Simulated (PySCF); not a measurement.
**C$_{4}$H$_{5}$B: NMR shielding calculation**

System: C$_{4}$H$_{5}$B, SMILES C#CBC=C.
Method: GIAO B3LYP/pcSseg-2 NMR shielding, non-relativistic, gas phase (PySCF 2.14.0).

The geometry comes from this level: PBE0-D3(BJ)/def2-SVP. Figures and captions count atoms from 1; the log counts them from 0 in places.

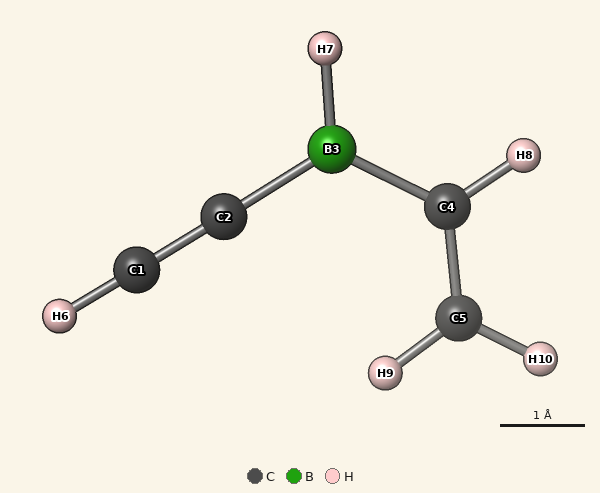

The input geometry (ball-and-stick view, seen on its broad side; atoms are numbered from 1 in the order of the input). Bond lengths as drawn: B–C 1.52 to 1.55 Å, B–H 1.21 Å, C–C 1.22 to 1.35 Å and C–H 1.08 to 1.10 Å.

**Key numbers**

```json
{"quantity": "outcome", "value": "converged"}
{"quantity": "total energy", "value": "−180.272956 hartree"}
{"quantity": "HOMO", "value": "−7.70 eV"}
{"quantity": "LUMO", "value": "−2.61 eV"}
{"quantity": "dipole moment", "value": "1.30 D"}
{"quantity": "isotropic shielding, C", "value": "18.3 to 80.2 ppm"}
{"quantity": "isotropic shielding, B", "value": "39.6 ppm"}
{"quantity": "isotropic shielding, H", "value": "24.2 to 27.1 ppm"}
{"quantity": "hardware", "value": "1 CPU thread, shared host"}
{"quantity": "wall time", "value": "21 s"}
{"quantity": "peak memory", "value": "0.9 GiB"}
```

**Input**
```
{"job": {"kind": "nmr", "xc": "B3LYP", "basis": "pcSseg-2", "pop": false}, "charge": 0, "multiplicity": 1}
C      2.365470    -0.611333     0.525928
C      1.442234     0.126936     0.223725
B      0.300279     1.060391    -0.153892
C     -1.150448     0.542887    -0.303967
C     -1.478728    -0.749065    -0.119695
H      3.184514    -1.255099     0.792846
H      0.560606     2.228445    -0.335028
H     -1.950928     1.242606    -0.572383
H     -0.717093    -1.489717     0.149892
H     -2.504862    -1.118066    -0.228091
```

The first line tells a small driver script what to run in PySCF; the rest is the geometry in Å.

Command:
```bash
OMP_NUM_THREADS=1 python <driver script> task.json out
```

**Output**
```
coarse grid: 8536 points
cycle   1  E = -180.2088163360  dE =  3.439e-01  |g| = 4.433e-01  |ddm| = 2.232e+00
cycle   2  E = -180.1673143252  dE =  4.150e-02  |g| = 5.784e-01  |ddm| = 9.581e-01
cycle   3  E = -180.2498214855  dE = -8.251e-02  |g| = 2.131e-01  |ddm| = 5.604e-01
cycle   4  E = -180.2614308518  dE = -1.161e-02  |g| = 3.530e-02  |ddm| = 1.783e-01
cycle   5  E = -180.2617202261  dE = -2.894e-04  |g| = 1.419e-02  |ddm| = 3.595e-02
cycle   6  E = -180.2617646527  dE = -4.443e-05  |g| = 5.204e-03  |ddm| = 1.065e-02
cycle   7  E = -180.2617721124  dE = -7.460e-06  |g| = 8.498e-04  |ddm| = 4.488e-03
final grid: 82904 points
cycle   8  E = -180.2729492504  dE = -5.566e-05  |g| = 5.129e-03  |ddm| = 4.066e-02
cycle   9  E = -180.2729438317  dE =  5.419e-06  |g| = 6.723e-03  |ddm| = 9.640e-03
cycle  10  E = -180.2729554558  dE = -1.162e-05  |g| = 1.680e-03  |ddm| = 5.439e-03
cycle  11  E = -180.2729561553  dE = -6.995e-07  |g| = 5.128e-04  |ddm| = 1.404e-03
cycle  12  E = -180.2729562083  dE = -5.303e-08  |g| = 2.403e-04  |ddm| = 5.098e-04
cycle  13  E = -180.2729562235  dE = -1.516e-08  |g| = 4.386e-05  |ddm| = 2.076e-04
cycle  14  E = -180.2729562239  dE = -4.364e-10  |g| = 1.282e-05  |ddm| = 4.287e-05
```

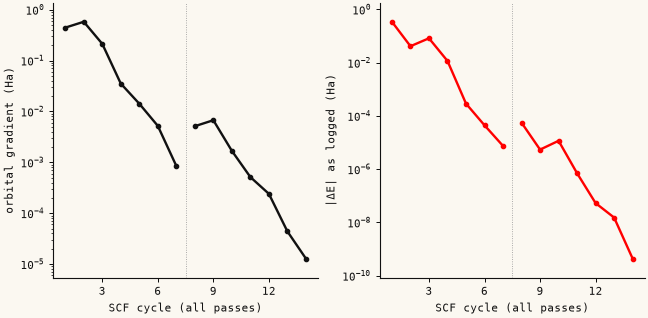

Convergence of the self-consistent field: orbital gradient and size of the energy change against the SCF cycle. The dotted line marks the change from a coarse to the final integration grid. The first 7 cycles use a coarse grid, the final grid takes over at cycle 8, and the field converges after 14 cycles in all.

```
converged SCF energy = -180.2729562239

GIAO shielding tensors (ppm)
atom      isotropic    diamagn.    paramagn.     s11        s22        s33       span
  0 C       53.518     263.522    -210.004     -0.701     12.404    148.852    149.553
  1 C       80.191     262.734    -182.543    -24.837    -24.508    289.918    314.755
  2 B       39.629     193.908    -154.279    -14.736     16.457    117.166    131.902
  3 C       24.813     251.473    -226.659   -108.741      7.370    175.810    284.551
  4 C       18.343     252.107    -233.764   -102.988      3.583    154.434    257.422
  5 H       27.112      33.019      -5.907     24.340     25.231     31.763      7.423
  6 H       25.471      27.827      -2.356     23.275     25.545     27.594      4.319
  7 H       24.185      30.158      -5.972     20.403     24.746     27.408      7.005
  8 H       24.226      32.934      -8.708     21.346     23.631     27.701      6.355
  9 H       24.677      29.763      -5.086     22.179     24.669     27.182      5.003
```

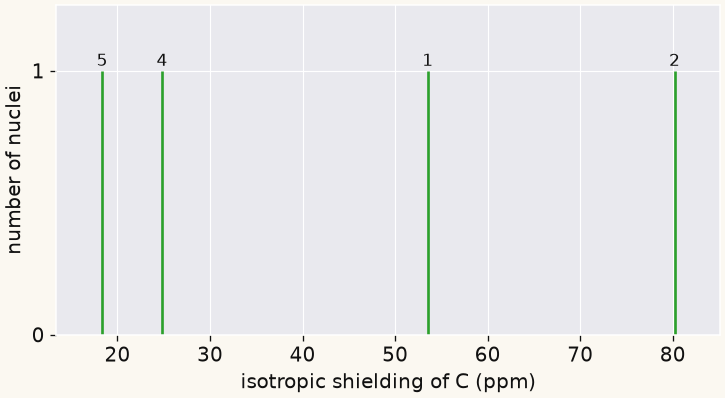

Isotropic shieldings of the carbon nuclei in this fixed geometry, labelled by atom number; shielding grows to the right, so chemical shift grows to the left. The least shielded is C5 (18.3 ppm), the most shielded C2 (80.2 ppm).
